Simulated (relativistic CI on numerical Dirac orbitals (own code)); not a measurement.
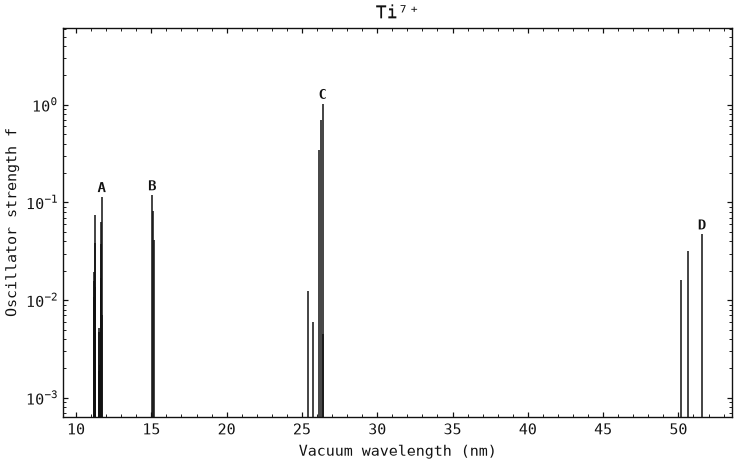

The plot shows absorption lines from the lowest level (oscillator strengths f) for Ti⁷⁺ (titanium, Z = 22). The calculation used Dirac CI, KLI exchange-only orbitals, Breit term, model QED, unscaled Slater integrals (radial Dirac CI code).

> Which transitions are the lettered lines?

A: 3s² 3p² 4d ⁴P₅/₂ ← 3s² 3p³ ⁴S°₃/₂, 11.69 nm, f = 0.11; B: 3s² 3p² 4s ⁴P₅/₂ ← 3s² 3p³ ⁴S°₃/₂, 15.05 nm, f = 0.12; C: 3s² 3p² 3d ⁴P₅/₂ ← 3s² 3p³ ⁴S°₃/₂, 26.37 nm, f = 1.0; D: 3s 3p⁴ ⁴P₅/₂ ← 3s² 3p³ ⁴S°₃/₂, 51.56 nm, f = 0.048. The strongest, C, lies in the extreme ultraviolet region.

Note: configurations can be misplaced by up to about 7 % of their energy; only a limited list of configurations is included, so lower levels can be missing; only lines among the lowest 400 of 7420 levels are drawn, so those from 3s 3p³ 4p and 3s² 3p² 4f are incomplete.
